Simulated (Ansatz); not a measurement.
CH$_{4}$B$_{2}$O$_{2}$

```yaml
atoms:
  - { symbol: B, position_ang: [1.8964, -0.1769, -1.0917] }
  - { symbol: O, position_ang: [0.8334, 0.1485, -0.3368] }
  - { symbol: B, position_ang: [-0.3860, 0.2562, 0.1830] }
  - { symbol: C, position_ang: [-1.5649, -0.1123, 1.0618] }
  - { symbol: O, position_ang: [-1.4206, 1.0954, 0.1409] }
  - { symbol: H, position_ang: [2.9844, 0.2101, -0.7415] }
  - { symbol: H, position_ang: [1.7314, -0.8418, -2.0870] }
  - { symbol: H, position_ang: [-1.6288, 0.1719, 2.1193] }
  - { symbol: H, position_ang: [-2.3568, -0.7974, 0.7349] }
```

Theory: RKS B3LYP/def2-SVP in Ansatz 0.2.0.

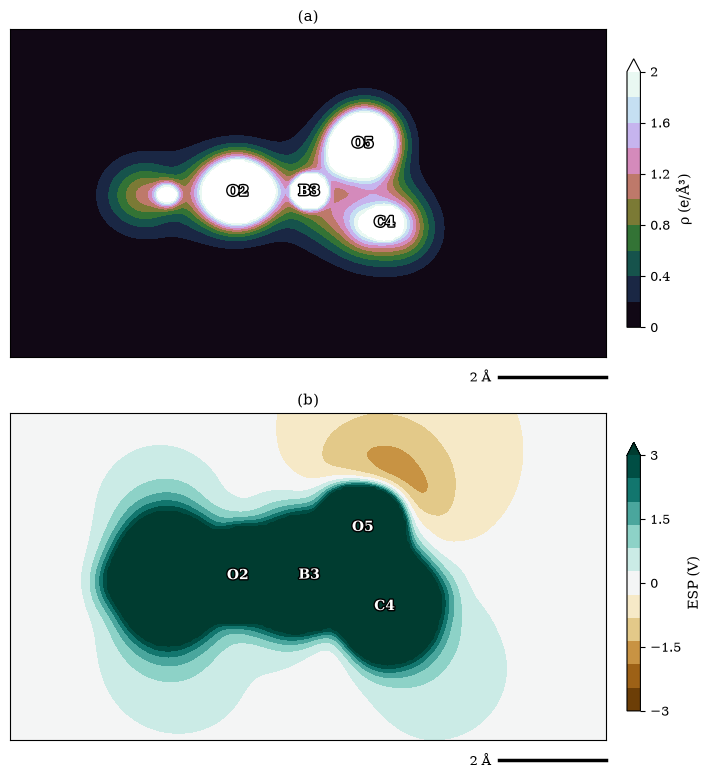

Figure 1. (a) electron density; (b) molecular electrostatic potential on the plane of atoms C4, B3 and O5.

Interpret the plot.

- Atoms in the plane: O, B and C.
- B–O (1.33 Å): ρ is about 2.2 e/Å³ halfway.
- C–B (1.52 Å): ρ at the midpoint is about 1.4 e/Å³.
- C–O (1.53 Å): ρ is about 1.6 e/Å³ halfway, with its minimum of 1.4 e/Å³ about 0.6 Å from C.
- Outside the dense part of the molecule the potential is most negative (−1.6 V) near O5.

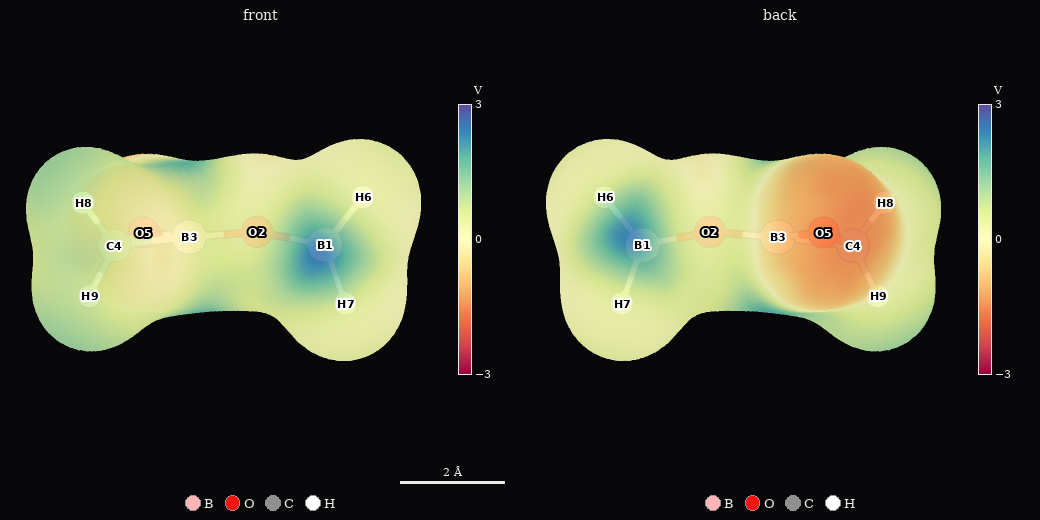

Figure 2. The electrostatic potential painted on the density surface at 0.004 e/bohr³, seen from the front and from behind; red is negative and blue positive.

Where is the surface potential most negative and most positive?

The most negative region (about −1.5 V) lies over O5, the most positive (about +2.3 V) over B1. O5 is the likeliest acceptor of a hydrogen bond.

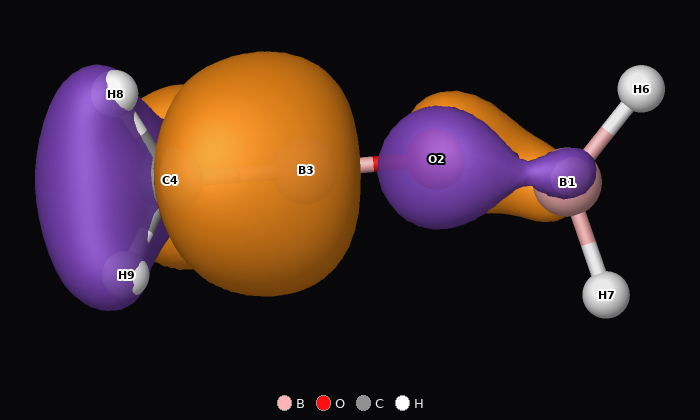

Figure 3. The HOMO at ±0.1 Å⁻³ᐟ² (orange and purple are the two phases), seen across its widest extent.

What is the character of this orbital?

It lies mainly on C4 (about 35 %), O5 (about 30 %), B3 (about 20 %) and O2 (about 10 %). Its energy is −7.93 eV.
